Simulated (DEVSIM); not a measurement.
System: abrupt Ge n-p junction, at 300 K.

```
layer (left to right)  material  thickness (μm)  Nd (cm⁻³)  Na (cm⁻³)  τn (s)  τp (s)
---------------------  --------  --------------  ---------  ---------  ------  ------
1                            Ge            4.20     6.5e15          -  3.3e-7  3.3e-7
2                            Ge            3.00          -     6.4e15  3.3e-7  3.3e-7
```

Left contact: ohmic. Right contact: ohmic. Voltage is applied to the left contact. Recombination: SRH at mid-gap. Mobility is μmin + (μ − μmin)/(1 + (N/Nref)^α).

Constants are typed, rounded textbook-type inputs, not results; the design itself was drawn at random and stands for no fabricated device. Values at 300 K.

| parameter | Ge |
|---|---|
| gap (eV) | 0.664 |
| affinity (eV) | 4 |
| permittivity | 16 |
| Nc (cm⁻³) | 1.04e19 |
| Nv (cm⁻³) | 6e18 |
| μn (cm²/Vs) | 3900 |
| μp (cm²/Vs) | 1900 |
| μn,min | 150 |
| μp,min | 100 |
| Nref,n | 2.6e17 |
| Nref,p | 4e17 |
| αn | 0.56 |
| αp | 0.6 |

Model (solved in DEVSIM): 1D drift-diffusion, Boltzmann statistics, complete ionisation; no tunnelling, impact ionisation, image-force lowering or self-heating.

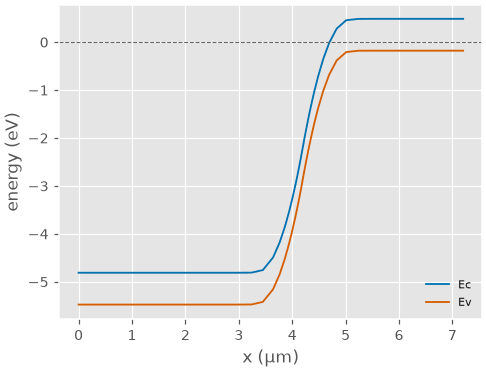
Band edges at 5.0 V on the left contact

Energies count from the Fermi level of the right contact; mesh points crowd at the junctions.

| x (μm) | Ec (eV) | Ev (eV) | n (cm⁻³) | p (cm⁻³) | field (V/cm) |
|---|---|---|---|---|---|
| 0.000 | -4.809 | -5.473 | 6.5e15 | 6.7e10 | ≈ 0 |
| 0.02799 | -4.809 | -5.473 | 6.5e15 | 6.7e10 | ≈ 0 |
| 0.08378 | -4.809 | -5.473 | 6.5e15 | 6.6e10 | ≈ 0 |
| 0.2083 | -4.809 | -5.473 | 6.5e15 | 6.3e10 | ≈ 0 |
| 0.6135 | -4.809 | -5.473 | 6.5e15 | 5.5e10 | ≈ 0 |
| 1.294 | -4.809 | -5.473 | 6.5e15 | 4.1e10 | ≈ 0 |
| 2.623 | -4.809 | -5.473 | 6.5e15 | 1.5e10 | ≈ 0 |
| 3.640 | -4.492 | -5.155 | 3.0e10 | 2.5e8 | 21000 |
| 3.942 | -3.532 | -4.196 | 2.2e8 | 1.4e8 | 43000 |
| 4.093 | -2.799 | -3.463 | 1.7e8 | 1.1e8 | 54000 |
| 4.161 | -2.416 | -3.080 | 1.5e8 | 1.1e8 | 59000 |
| 4.201 | -2.173 | -2.837 | 1.4e8 | 1.0e8 | 62000 |
| 4.230 | -1.996 | -2.660 | 1.5e8 | 1.1e8 | 60000 |
| 4.292 | -1.638 | -2.302 | 1.6e8 | 1.2e8 | 55000 |
| 4.482 | -0.724 | -1.387 | 2.1e8 | 1.7e8 | 41000 |
| 4.832 | 0.284 | -0.380 | 4.8e8 | 2.5e12 | 16000 |
| 5.584 | 0.487 | -0.177 | 1.7e10 | 6.4e15 | ≈ 0 |
| 6.423 | 0.487 | -0.177 | 4.4e10 | 6.4e15 | ≈ 0 |
| 6.931 | 0.487 | -0.177 | 6.0e10 | 6.4e15 | ≈ 0 |
| 7.087 | 0.487 | -0.177 | 6.5e10 | 6.4e15 | ≈ 0 |
| 7.158 | 0.487 | -0.177 | 6.7e10 | 6.4e15 | ≈ 0 |
| 7.200 | 0.487 | -0.177 | 6.8e10 | 6.4e15 | ≈ 0 |
